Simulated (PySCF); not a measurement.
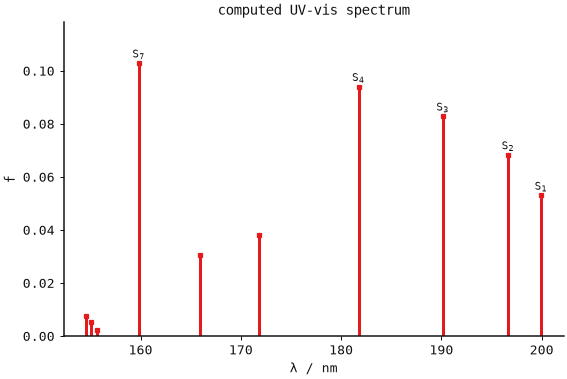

Vertical TDDFT excitations, PBE0/def2-SVPD, PySCF, at a PBE0-D3(BJ)/def2-SVP geometry (no frequency check), gas phase. The lowest 10 singlet states are shown.

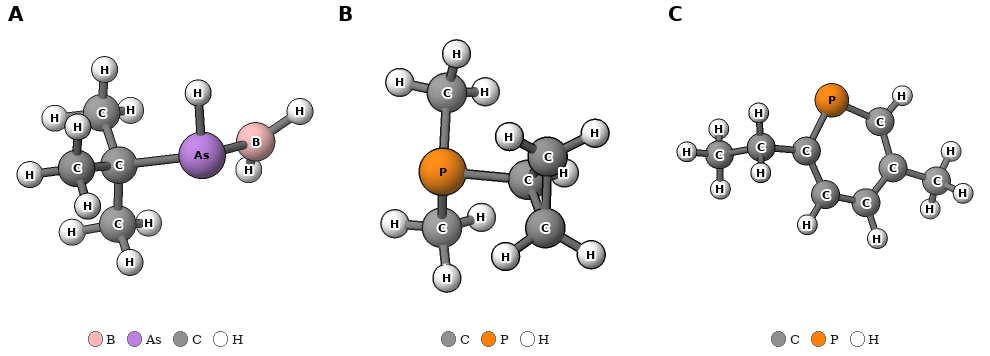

**Whose absorption spectrum is this? Choose among the lettered structures.**

Structure B, C₅H₁₁P, SMILES CP(C)C1CC1. Its lowest singlet lies at 6.20 eV (f = 0.053) and the brightest of those computed is S7 at 7.76 eV (160 nm), f = 0.103, mainly HOMO → LUMO+6 (89 %).

Note: states above the negative HOMO energy depend on the basis; one conformer of a flexible molecule; core orbitals are frozen in the response.
